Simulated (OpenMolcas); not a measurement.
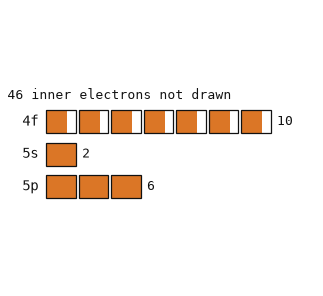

The outer shells of the leading configuration of the lowest level: a box for each of the 2l + 1 orbitals, shaded by the share of the shell that is filled, with the electron count at the right.

**Run report: Ho³⁺ complex, multiconfigurational calculation (part 1 of 2)**

System: Ho³⁺ with 6 ligands (Cl; trigonal antiprism, 2.66 Å), neutralised by 6 outer point charges of +0.5 e, whose field is part of the energies.
Method: state-averaged CASSCF, active space 10 electrons in the shell 4f, basis ANO-RCC-VDZP on the metal and ANO-RCC-VDZP on the ligands, DKH2 scalar Hamiltonian, spin-orbit coupling by RASSI with atomic mean-field integrals (OpenMolcas).

### Log (extracts)
```
--- SEWARD ---
Basis set label: HO.ANO-RCC...7S6P4D2F1G.

      Electronic valence basis set:
      ------------------
      Associated Effective Charge  67.000000 au
      Associated Actual Charge     67.000000 au
      Nuclear Model: Point charge

      Shell  nPrim  nBasis  Cartesian Spherical Contaminant
         s      25       7        X
         p      22       6        X
         d      15       4                 X
         f      11       2                 X
         g       4       1                 X
                  Relativistic Douglas-Kroll-Hess integrals:
                    - DKH order of Hamiltonian: 2
                    - DKH order of Properties : 0
                  Atomic mean-field integrals
--- RASSCF ---
Wave function specifications:
      -----------------------------

      Number of closed shell electrons         162
      Number of electrons in active shells      10
      Max number of holes in RAS1 space          0
      Max nr of electrons in RAS3 space          0
      Number of inactive orbitals               81
      Number of active orbitals                  7
      Number of secondary orbitals              88
      Spin quantum number                      2.0
      State symmetry                             1
Orbital specifications:
      -----------------------

      Symmetry species                           1   2
                                                ag  au
      Frozen orbitals                            0   0
      Inactive orbitals                         42  39
      Active orbitals                            0   7
      RAS1 orbitals                              0   0
      RAS2 orbitals                              0   7
      RAS3 orbitals                              0   0
      Secondary orbitals                        48  40
      Deleted orbitals                           0   0
      Number of basis functions                 90  86
      Number of CSFs                            35
      Number of root(s) required                35
      Iter CI   SX   CI       RASSCF       Energy    max ROT     max BLB   max BLB  Level Ln srch  Step   QN
          iter iter root      energy       change     param      element    value   shift minimum  type update
 Nr of preliminary CI iterations:   1
      Total energies have been shifted. Add               -15000.00 au
        1   1    9    0  -371.18063518    0.00E+00  -4.18E-02   40  47 2  2.95E-01*  1.57   0.00    SX    NO
        2   1   10    0  -371.53708632   -3.56E-01*  2.99E-02   14  62 1  1.21E-01*  1.10   0.00    SX    NO
        3   1   10    0  -371.65865990   -1.22E-01* -1.99E-02   22  44 1  7.42E-02*  1.18   0.00    SX    NO
        4   1   10    0  -371.69236468   -3.37E-02* -1.32E-02   22  44 1  4.62E-02*  1.05   0.00    SX    NO
        5   1    9    0  -371.70486067   -1.25E-02* -1.73E-02   22  44 1  3.14E-02*  1.09   1.34    QN   YES
        6   1    9    0  -371.71211848   -7.26E-03*  6.46E-03   43  50 2  8.84E-03*  1.05   1.30    QN   YES
        7   1    8    0  -371.71314817   -1.03E-03* -1.86E-03   19  55 2 -3.39E-03*  1.04   1.33    QN   YES
        8   1    8    0  -371.71337263   -2.24E-04*  8.86E-04   24  57 1 -1.75E-03*  1.04   1.36    QN   YES
        9   1    7    0  -371.71341661   -4.40E-05*  4.82E-04   15  60 2 -8.58E-04*  1.04   1.31    QN   YES
       10   1    7    0  -371.71342587   -9.26E-06* -3.16E-04   24  57 1 -3.96E-04*  1.04   1.48    QN   YES
       11   1    7    0  -371.71342883   -2.96E-06*  1.38E-04   12  56 2  1.63E-04*  1.04   1.35    QN   YES
       12   1    6    0  -371.71342955   -7.13E-07*  5.80E-05   33  78 2  1.55E-04*  1.04   1.43    QN   YES
       13   1    6    0  -371.71342974   -1.93E-07* -1.76E-05   15  60 2  6.00E-05   1.04   1.31    QN   YES
       14   1    5    0  -371.71342977   -3.38E-08* -8.47E-06   11  55 2 -2.16E-05   1.04   1.33    QN   YES
       15   1    5    0  -371.71342978   -6.72E-09   5.72E-06   33  78 2 -1.17E-05   1.04   1.38    QN   YES
      Convergence after 15 iterations
       16   1    5    0  -371.71342978   -1.96E-09   5.72E-06   15  60 2 -7.21E-06   1.04   1.38    QN   YES
      Natural orbitals and occupation numbers for root  1
      sym 2:   1.000000   1.219567   1.780433   1.090642   1.780432   1.219568   1.909358
      Natural orbitals and occupation numbers for root  2
      sym 2:   1.030563   1.251976   1.741386   1.658430   1.319749   1.105258   1.892637
      Natural orbitals and occupation numbers for root  3
      sym 2:   1.024014   1.416588   1.417638   1.020281   1.563186   1.582345   1.975947
::    RASSCF root number  1 Total energy: -15371.79484208
::    RASSCF root number  2 Total energy: -15371.79462277
::    RASSCF root number  3 Total energy: -15371.79462277
::    RASSCF root number  4 Total energy: -15371.79447311
::    RASSCF root number  5 Total energy: -15371.79439632
::    RASSCF root number  6 Total energy: -15371.79439632
::    RASSCF root number  7 Total energy: -15371.79371949
::    RASSCF root number  8 Total energy: -15371.79366059
::    RASSCF root number  9 Total energy: -15371.79366059
::    RASSCF root number 10 Total energy: -15371.79357753
::    RASSCF root number 11 Total energy: -15371.79345411
::    RASSCF root number 12 Total energy: -15371.79333507
::    RASSCF root number 13 Total energy: -15371.79333507
::    RASSCF root number 14 Total energy: -15371.71436589
::    RASSCF root number 15 Total energy: -15371.71389325
::    RASSCF root number 16 Total energy: -15371.71361594
::    RASSCF root number 17 Total energy: -15371.71361594
::    RASSCF root number 18 Total energy: -15371.71344910
::    RASSCF root number 19 Total energy: -15371.71290521
::    RASSCF root number 20 Total energy: -15371.71290521
::    RASSCF root number 21 Total energy: -15371.71285391
::    RASSCF root number 22 Total energy: -15371.66819298
::    RASSCF root number 23 Total energy: -15371.66819298
::    RASSCF root number 24 Total energy: -15371.66779356
::    RASSCF root number 25 Total energy: -15371.66751707
::    RASSCF root number 26 Total energy: -15371.66751707
::    RASSCF root number 27 Total energy: -15371.66716776
::    RASSCF root number 28 Total energy: -15371.66682521
::    RASSCF root number 29 Total energy: -15371.66682521
::    RASSCF root number 30 Total energy: -15371.66631714
--- RASSCF ---
Wave function specifications:
      -----------------------------

      Number of closed shell electrons         162
      Number of electrons in active shells      10
      Max number of holes in RAS1 space          0
      Max nr of electrons in RAS3 space          0
      Number of inactive orbitals               81
      Number of active orbitals                  7
      Number of secondary orbitals              88
      Spin quantum number                      1.0
      State symmetry                             1
Orbital specifications:
      -----------------------

      Symmetry species                           1   2
                                                ag  au
      Frozen orbitals                            0   0
      Inactive orbitals                         42  39
      Active orbitals                            0   7
      RAS1 orbitals                              0   0
      RAS2 orbitals                              0   7
      RAS3 orbitals                              0   0
      Secondary orbitals                        48  40
      Deleted orbitals                           0   0
      Number of basis functions                 90  86
      Number of CSFs                           210
      Number of root(s) required               162
      Iter CI   SX   CI       RASSCF       Energy    max ROT     max BLB   max BLB  Level Ln srch  Step   QN
          iter iter root      energy       change     param      element    value   shift minimum  type update
 Nr of preliminary CI iterations:   1
        1   1    0    0-15371.60399061    0.00E+00   0.00E+00   44  51 2 -1.07E-02*  0.00   0.00    SX    NO
      Natural orbitals and occupation numbers for root  1
      sym 2:   1.405946   1.425118   1.459157   1.411443   1.452501   1.403728   1.442106
      Natural orbitals and occupation numbers for root  2
      sym 2:   1.405489   1.454288   1.412754   1.402841   1.457437   1.425361   1.441830
      Natural orbitals and occupation numbers for root  3
      sym 2:   1.405397   1.417543   1.448752   1.428401   1.439843   1.414627   1.445437
::    RASSCF root number  1 Total energy: -15371.69814455
::    RASSCF root number  2 Total energy: -15371.69814455
::    RASSCF root number  3 Total energy: -15371.69814150
::    RASSCF root number  4 Total energy: -15371.69814150
::    RASSCF root number  5 Total energy: -15371.69814122
::    RASSCF root number  6 Total energy: -15371.69813700
::    RASSCF root number  7 Total energy: -15371.69810182
::    RASSCF root number  8 Total energy: -15371.69810182
::    RASSCF root number  9 Total energy: -15371.69805823
::    RASSCF root number 10 Total energy: -15371.69805251
::    RASSCF root number 11 Total energy: -15371.69801313
::    RASSCF root number 12 Total energy: -15371.69801313
::    RASSCF root number 13 Total energy: -15371.69797124
::    RASSCF root number 14 Total energy: -15371.69797124
::    RASSCF root number 15 Total energy: -15371.69795607
::    RASSCF root number 16 Total energy: -15371.67175002
::    RASSCF root number 17 Total energy: -15371.67171547
::    RASSCF root number 18 Total energy: -15371.67171547
::    RASSCF root number 19 Total energy: -15371.67163734
::    RASSCF root number 20 Total energy: -15371.67163734
::    RASSCF root number 21 Total energy: -15371.67160016
::    RASSCF root number 22 Total energy: -15371.67116273
::    RASSCF root number 23 Total energy: -15371.67103000
::    RASSCF root number 24 Total energy: -15371.67103000
::    RASSCF root number 25 Total energy: -15371.67073962
::    RASSCF root number 26 Total energy: -15371.67073962
::    RASSCF root number 27 Total energy: -15371.66147228
::    RASSCF root number 28 Total energy: -15371.66147228
::    RASSCF root number 29 Total energy: -15371.66137332
::    RASSCF root number 30 Total energy: -15371.66137332
--- RASSCF ---
Wave function specifications:
      -----------------------------

      Number of closed shell electrons         162
      Number of electrons in active shells      10
      Max number of holes in RAS1 space          0
      Max nr of electrons in RAS3 space          0
      Number of inactive orbitals               81
      Number of active orbitals                  7
      Number of secondary orbitals              88
      Spin quantum number                      0.0
      State symmetry                             1
Orbital specifications:
      -----------------------

      Symmetry species                           1   2
                                                ag  au
      Frozen orbitals                            0   0
      Inactive orbitals                         42  39
      Active orbitals                            0   7
      RAS1 orbitals                              0   0
      RAS2 orbitals                              0   7
      RAS3 orbitals                              0   0
      Secondary orbitals                        48  40
      Deleted orbitals                           0   0
      Number of basis functions                 90  86
      Number of CSFs                           196
      Number of root(s) required               162
      Iter CI   SX   CI       RASSCF       Energy    max ROT     max BLB   max BLB  Level Ln srch  Step   QN
          iter iter root      energy       change     param      element    value   shift minimum  type update
 Nr of preliminary CI iterations:   1
        1   1    0    0-15371.52282579    0.00E+00   0.00E+00   44  51 2 -1.83E-02*  0.00   0.00    SX    NO
      Natural orbitals and occupation numbers for root  1
      sym 2:   1.279877   1.305551   1.805284   1.101051   1.825471   1.307694   1.375073
      Natural orbitals and occupation numbers for root  2
      sym 2:   1.279845   1.306368   1.825511   1.101052   1.805243   1.306908   1.375074
      Natural orbitals and occupation numbers for root  3
      sym 2:   1.195805   1.513264   1.336364   1.856603   1.339986   1.502971   1.255007
::    RASSCF root number  1 Total energy: -15371.64015284
::    RASSCF root number  2 Total energy: -15371.64015284
::    RASSCF root number  3 Total energy: -15371.63996613
::    RASSCF root number  4 Total energy: -15371.63996613
::    RASSCF root number  5 Total energy: -15371.63981673
::    RASSCF root number  6 Total energy: -15371.63971635
::    RASSCF root number  7 Total energy: -15371.63946368
::    RASSCF root number  8 Total energy: -15371.63946368
::    RASSCF root number  9 Total energy: -15371.63939411
::    RASSCF root number 10 Total energy: -15371.63937115
::    RASSCF root number 11 Total energy: -15371.63937115
::    RASSCF root number 12 Total energy: -15371.63900037
::    RASSCF root number 13 Total energy: -15371.63891904
::    RASSCF root number 14 Total energy: -15371.63891904
::    RASSCF root number 15 Total energy: -15371.63875348
::    RASSCF root number 16 Total energy: -15371.63875348
::    RASSCF root number 17 Total energy: -15371.63869248
::    RASSCF root number 18 Total energy: -15371.62220804
::    RASSCF root number 19 Total energy: -15371.62220804
::    RASSCF root number 20 Total energy: -15371.62218324
::    RASSCF root number 21 Total energy: -15371.62148861
::    RASSCF root number 22 Total energy: -15371.62148861
::    RASSCF root number 23 Total energy: -15371.60938735
::    RASSCF root number 24 Total energy: -15371.60904085
::    RASSCF root number 25 Total energy: -15371.60904085
::    RASSCF root number 26 Total energy: -15371.60854662
::    RASSCF root number 27 Total energy: -15371.60854662
::    RASSCF root number 28 Total energy: -15371.60843306
::    RASSCF root number 29 Total energy: -15371.60811240
::    RASSCF root number 30 Total energy: -15371.60732554
```

(Continued in part 2.) Outcome of the run: converged.
